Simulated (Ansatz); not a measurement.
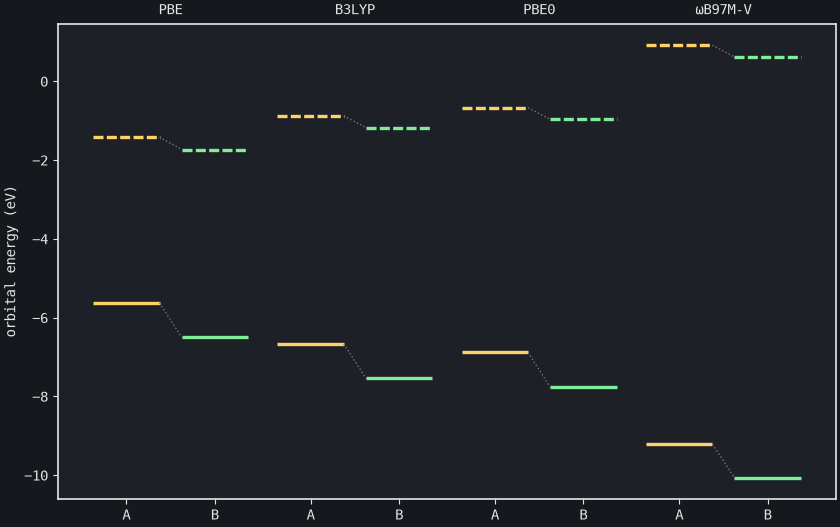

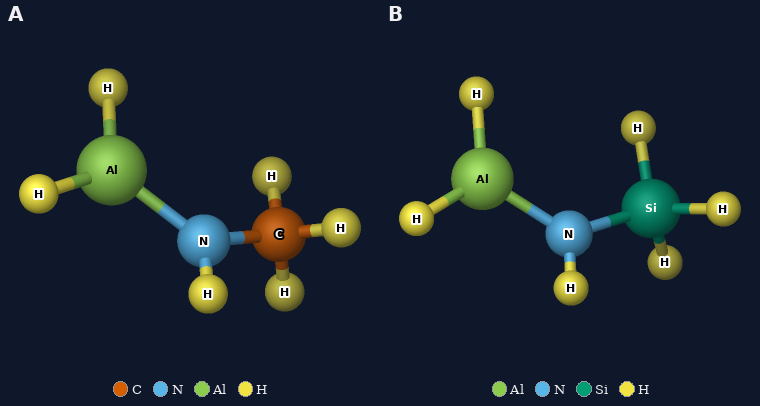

One change: A, CH₆AlN (SMILES C[NH][AlH2]), becomes B, AlSiNH₆ (SMILES [AlH2][NH][SiH3]). CH₃ on N is replaced by SiH₃. HOMO (solid) and LUMO (dashed) computed in def2-TZVPP at PBE0-D4/def2-TZVP geometries, both minima by their frequencies, gas phase, the Ansatz code 0.2.0. Empty levels above zero depend strongly on the basis.

### What does the change do to HOMO and LUMO?

PBE: the HOMO falls by 0.87 eV, the LUMO falls by 0.31 eV, and the separation goes from 4.21 to 4.76 eV. B3LYP: the HOMO falls by 0.87 eV, the LUMO falls by 0.30 eV, and the separation goes from 5.79 to 6.37 eV. PBE0: the HOMO falls by 0.88 eV, the LUMO falls by 0.29 eV, and the separation goes from 6.21 to 6.80 eV. ωB97M-V: the HOMO falls by 0.85 eV, the LUMO falls by 0.30 eV, and the separation goes from 10.13 to 10.68 eV.

### Do the functionals agree on the effect?

They agree on the direction for both levels; the HOMO shift lies between −0.88 and −0.85 eV and the LUMO shift between −0.31 and −0.29 eV, while the separations themselves differ by up to 5.9 eV between functionals.
